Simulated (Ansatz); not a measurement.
**Computed frozen-phonon scan: Sn (beta-Sn type, space group I4_1/amd)**

Sn (beta-Sn type, space group I4_1/amd)

```
CELL_PARAMETERS angstrom
     -5.94700     5.94700     3.21230
      0.00000     0.00000     3.21230
      0.00000     5.94700     0.00000
ATOMIC_POSITIONS crystal
  Sn 0.00000 0.25000 0.50000
  Sn 0.50000 0.25000 0.50000
  Sn 0.00000 0.00000 0.00000
  Sn 0.50000 0.00000 0.00000
```

The atoms are displaced by Q × the pattern below (from a DFPT mode at M = (0.5, 0.5, 0.5), largest move 1; Q in Å), at fixed cell. It is one choice among 2 degenerate patterns. (q is in reciprocal vectors of the primitive cell; the cell shown is doubled to hold the pattern.)

```json
[
 {"atom": "Sn1", "x": "0.000", "y": "0.000", "z": "-1.000"},
 {"atom": "Sn2", "x": "0.000", "y": "0.000", "z": "1.000"},
 {"atom": "Sn3", "x": "0.000", "y": "0.000", "z": "-0.324"},
 {"atom": "Sn4", "x": "0.000", "y": "0.000", "z": "0.324"}
]
```

Method: PBE (plane waves to 420 eV, PAW, scalar-relativistic; Ansatz, an electronic-structure program). k mesh 16×16×16 (Γ-centred), Fermi-Dirac smearing 0.05 eV. The energy includes the smearing's −TS. With partly filled bands, energies and forces of such displacements shift with the k mesh and the smearing. Sn was relaxed with its symmetry unable to fall. ΔE is measured from the undisplaced structure.

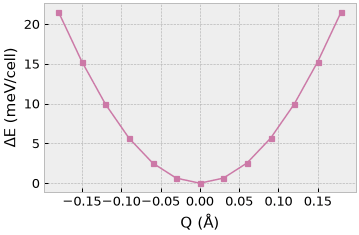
Figure: ΔE (meV/cell) against Q (Å); markers are the computed points, lines only join them.

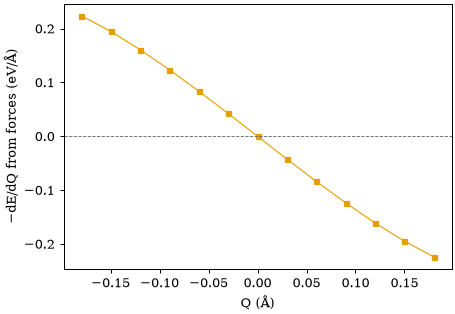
−dE/dQ from forces (eV/Å) against Q (Å); computed points joined by lines.

The energy at Q = 0.180 Å is 21.6 meV/cell. Shape of the curve: a single well with its minimum at or next to zero displacement. Space group of the distorted cell: Pmm2 (No. 25), lowered from I4_1/amd. Symmetry of the curve: even: the same for both signs. Wavenumber by perturbation theory (DFPT, on another k mesh): 38 cm⁻¹.

(A displaced cell: forces are minus the slopes of the energy, force constants its curvatures, and phonons follow from these.)
